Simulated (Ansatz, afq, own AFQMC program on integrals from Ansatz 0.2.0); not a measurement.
# Al2H3 (doublet): AFQMC on the coupled-cluster ladder at scale of all distances = 1.306, cc-pVDZ, part 2 of 2

Ansatz 0.2.0, Gaussian basis, and an in-house AFQMC program (afq) on its integrals; all values are calculated; cc-pVDZ, frozen cores. The steps go on from the part before.

## Step 12: CCSDT(Q) on ROHF

in.yaml

```yaml
crystal:
  periodic: [false, false, false]
  atoms:
    - {symbol: Al, position_ang: [0.000000, 0.000000, 1.577672]}
    - {symbol: Al, position_ang: [0.000000, 0.000000, -1.629243]}
    - {symbol: H, position_ang: [0.000000, 1.833855, 2.542753]}
    - {symbol: H, position_ang: [0.000000, -1.833854, 2.542753]}
    - {symbol: H, position_ang: [0.000000, 0.000000, -3.704995]}
basis:
  gaussian: {orbitals: cc-pVDZ}
magnetization: {spin_polarized: false, initial_magnetization: 1}
correlation: {method: ccsdt_q, electrons: outside_noble_gas}
```

The run is started by

```
$ ansatz run in.yaml --threads 1 --pin off --events-out ev --progress --plain --max-ram 1382MiB
```

Output, cut to the lines that bear on the results:

```text
Functional definition: HF
  name "HF"
  cite "Fock, Z. Phys. 61, 126 (1930) doi:10.1007/BF01340294"
  parent pbe
[...]
938 factors; integrals over basis functions are off by at most 2.1e-7 eV
[...]
mean field -13207.86167482 eV, -485.3799639396 hartree, gradient 9.2e-6 eV, S^2 0.750000; 14 other end points of the search recorded, 0 dependent functions left out
[...]
determinant -13207.86167482 eV, -485.3799639396 hartree, with singles and doubles -13212.53275045 eV, -485.5516228025 hartree
determinant -13207.33078229 eV, -485.3604539988 hartree, with singles and doubles -13212.13445884 eV, -485.5369858559 hartree
determinant -13207.05877588 eV, -485.3504579475 hartree, with singles and doubles -13211.80827942 eV, -485.5249989833 hartree
determinant -13205.59963002 eV, -485.2968353263 hartree, with singles and doubles -13210.75067625 eV, -485.4861327836 hartree
determinant -13207.86167482 eV, -485.3799639396 hartree, with singles and doubles -13212.53269870 eV, -485.5516209008 hartree
determinant -13207.33078229 eV, -485.3604539988 hartree, with singles and doubles -13212.13502591 eV, -485.5370066955 hartree
[...]
10 core orbitals not correlated: weight in the atoms' cores, before any rotation towards them, 1.000 or more for the frozen orbitals, at most 0.000 for the correlated occupied ones
reference -13207.86167482 eV, -485.3799639396 hartree; 5, 4 occupied and 36, 37 virtual orbitals, 938 factors
second order -3.28451521 eV of doubles, -0.07037951 eV of singles
cycle   1  -4.15848241 eV  change   -8.0e-1 eV  update   1.1e-1
[...]
cycle  21  -4.86653544 eV  change   -7.3e-7 eV  update   6.3e-7
perturbative correction -0.00720447 eV, -0.0002647594 hartree
Total energy: -13212.73541474 eV, -485.5590705778 hartree
```

It took 34 s on 1 thread of Intel Xeon 6975P-C (Granite Rapids), shared host; peak memory 0.56 GiB.

From the report: correlation -4.8737 eV; T1 0.044; largest double amplitude 0.09.

## Step 13: Phaseless AFQMC, CISD trial on ROHF

It reads the integrals that the CCSD(T) run on this determinant wrote.

The run is started by

```
$ afq ham --method phaseless --trial cisd --walkers 60 --populations 1 --least-time 40 --time-step 0.005 --steps-per-block 50 --equilibration-blocks 40 --max-blocks 300 --target-error 0.00072 --factor-cut 1e-05 --start spin_pure --seed 5533 --release-times 0.24,0.51,0.99,1.62,2.4 --release-step 0.03 --release-every 4 --taylor-order 6
```

Output:

```text
orbitals 41  electrons 5 4  factors 286 of 490
reference energy -485.37996378 Eh
CCSD correlation -0.17165593 Eh in 16 cycles, weight of the determinant in the CISD state 0.8128
energy of the start -485.551620 Eh
 block  time / (1/Eh)  mean weight  energy / Eh
     1     0.250  1.0003  -485.548709
     2     0.500  0.9989  -485.548530
     3     0.750  1.0009  -485.549230
     4     1.000  0.9991  -485.549552
     5     1.250  1.0004  -485.549629
     6     1.500  0.9985  -485.551040
     7     1.750  1.0001  -485.551666
     8     2.000  1.0011  -485.551903
     9     2.250  0.9996  -485.554066
    10     2.500  1.0007  -485.553881
    11     2.750  1.0008  -485.552977
    16     4.000  1.0022  -485.557026
    21     5.250  0.9982  -485.562411
    26     6.500  0.9827  -485.556317
    31     7.750  1.0015  -485.558167
    36     9.000  1.0015  -485.563194
    41    10.250  0.9991  -485.555684
    46    11.500  0.9979  -485.558839
    51    12.750  0.9992  -485.557712
    56    14.000  0.9988  -485.559764
    61    15.250  0.9995  -485.557072
    66    16.500  1.0007  -485.558639
    71    17.750  1.0007  -485.561884
    76    19.000  0.9982  -485.564940
    81    20.250  0.9994  -485.554687
    86    21.500  1.0005  -485.555260
    91    22.750  0.9983  -485.558520
    96    24.000  1.0011  -485.560829
   101    25.250  0.9985  -485.555133
   106    26.500  0.9989  -485.555140
   111    27.750  1.0005  -485.555766
   116    29.000  0.9992  -485.561618
   121    30.250  1.0002  -485.558409
   126    31.500  0.9984  -485.553099
   131    32.750  1.0012  -485.561500
   136    34.000  1.0032  -485.554945
   141    35.250  0.9996  -485.556844
   146    36.500  0.9994  -485.555969
   151    37.750  0.9993  -485.555379
   156    39.000  0.9983  -485.563652
   161    40.250  0.9974  -485.561587
   166    41.500  1.0005  -485.558385
   171    42.750  0.9994  -485.556993
   176    44.000  0.9975  -485.553221
   181    45.250  0.9999  -485.556420
   186    46.500  0.9992  -485.553734
   191    47.750  1.0004  -485.564869
   196    49.000  1.0019  -485.558647
blocks merged  error / Eh  count
     1  0.000253  160
     2  0.000307  80
     4  0.000332  40
     8  0.000369  20
    16  0.000485  10
released: time / (1/Eh)  energy / Eh  error  mean overlap
  0.24  -485.558620  0.000517  1.0028
  0.51  -485.558798  0.000499  1.0039
  0.99  -485.558506  0.000616  0.9949
  1.62  -485.558922  0.000554  0.9975
  2.40  -485.559197  0.000786  0.9964
energy -485.557967 +/- 0.000369 Eh
```

Wall time 5.5 min (1 thread of Intel Xeon 6975P-C (Granite Rapids), shared host).

Energy -13212.7054 ± 0.0100 eV. Caveats: constraint bias not in the error. The error still grows with block length (0.0090 to 0.0132 eV), so the bar may be too small.

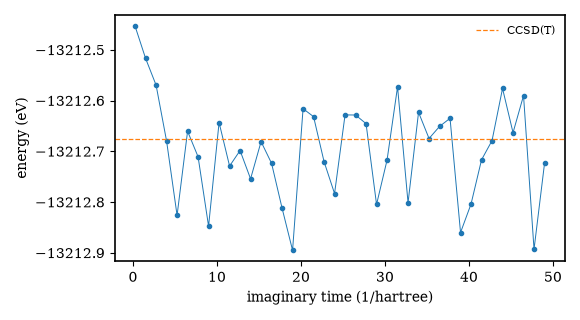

Block energies along the walk.

## Step 14: AFQMC on the ladder

On the UHF determinant, counted from CCSDT(Q) (a yardstick, not exact):

```csv
level,energy (eV),from CCSDT(Q) (kJ/mol),statistical error (kJ/mol),time
HF,-13208.1534,+442.1,,
MP2,-13211.2053,+147.6,,
CCSD,-13212.5395,+18.9,,
CCSD(T),-13212.6699,+6.3,,
CCSDT(Q),-13212.7353,0.0,,
"Phaseless AFQMC, CISD trial, step 0.005, 60 walkers",-13212.6961,+3.8,1.2,5.3 min
```

On the ROHF determinant, counted from CCSDT(Q) (a yardstick, not exact):

```csv
level,energy (eV),from CCSDT(Q) (kJ/mol),statistical error (kJ/mol),time
HF,-13207.8617,+470.2,,
MP2,-13211.2165,+146.6,,
CCSD,-13212.5327,+19.6,,
CCSD(T),-13212.6752,+5.8,,
CCSDT(Q),-13212.7354,0.0,,
"Phaseless AFQMC, CISD trial, step 0.005, 60 walkers",-13212.7054,+2.9,1.0,5.5 min
```

The functionals' totals stand on their own zeros and serve differences with other points: PBE -13229.854 eV; r2SCAN -13235.592 eV; PBE0 -13230.980 eV; B3LYP -13238.738 eV; wB97M-V -13235.978 eV; B2PLYP -13230.496 eV.

## Step 15: Results

The summary covers parts 1 to 2.

```
                                         quantity              value
                     CCSD(T) on UHF from CCSDT(Q)        +6.3 kJ/mol
 Phaseless AFQMC, CISD trial on UHF from CCSDT(Q)  +3.8 ± 1.2 kJ/mol
                    CCSD(T) on ROHF from CCSDT(Q)        +5.8 kJ/mol
Phaseless AFQMC, CISD trial on ROHF from CCSDT(Q)  +2.9 ± 1.0 kJ/mol
```

What this shows: On UHF the phaseless walk with the CISD trial lies +3.8 kJ/mol from CCSDT(Q), 3 times its error bar. On ROHF the phaseless walk with the CISD trial lies +2.9 kJ/mol from CCSDT(Q), within three error bars. Error bars are statistical and leave out the constraint, the time step and what remains of the start.
